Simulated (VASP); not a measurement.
```
Cu2Se
1.0
   -1.96588     3.19391     1.93633
    1.96588    -3.19391     1.93633
    1.96588     3.19391    -1.93633
Cu Se
2 1
Direct
  0.68351   0.38867   0.29484
  0.09383   0.38867   0.70516
  0.02667   0.02667   0.00000
```

Method: PBEsol GGA, VASP's PBE PAW potentials (set 64) (plane waves; VASP). Settings: 400 eV cut-off, 12×12×12 Γ-centred mesh, tetrahedra with Blöchl corrections, potentials Cu Se.

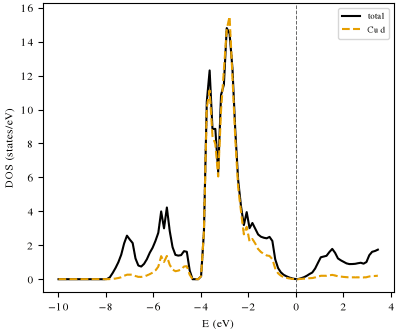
Total and projected density of states, zero at the Fermi level

Within 2 eV below the Fermi level the largest weight inside VASP's projection spheres is Cu d, then Se p.

It has no gap at this level: it comes out as a metal or semimetal.

The structure comes from a computed database's Cu2Se entry (Imm2); how it stands against other phases isn't given here. It was relaxed first, which changed the volume by -6 %.
